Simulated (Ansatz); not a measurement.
## KTaO3, pressure series

Take KTaO$_{3}$ in the cubic perovskite structure (space group Pm-3m, No. 221; a = 4.0232 Å) as the base.

Cell and atoms are relaxed at each pressure.

All numbers come from PBE (Ansatz, a first-principles code; PAW; 420 eV plane waves; no spin-orbit coupling), earlier PAW set.

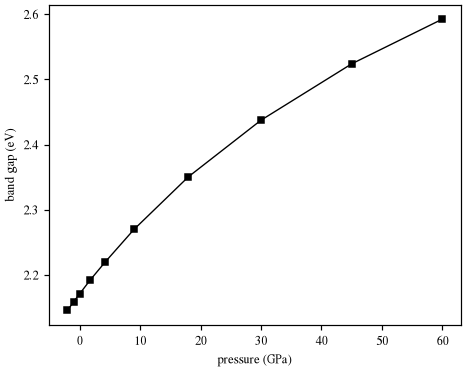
Figure. Band gap against pressure

```csv
pressure (GPa),band gap
-2,2.15 eV
-1,2.16 eV
1.8,2.19 eV
4.2,2.22 eV
9,2.27 eV
18,2.35 eV
30,2.44 eV
45,2.52 eV
60,2.59 eV
```

Spin-orbit coupling, missing from the scalar runs, can matter with Ta. Load acts through the strain it causes; cell and atoms are relaxed under it. Whether these cells are dynamically stable was not tested. No other phases were tried under pressure.
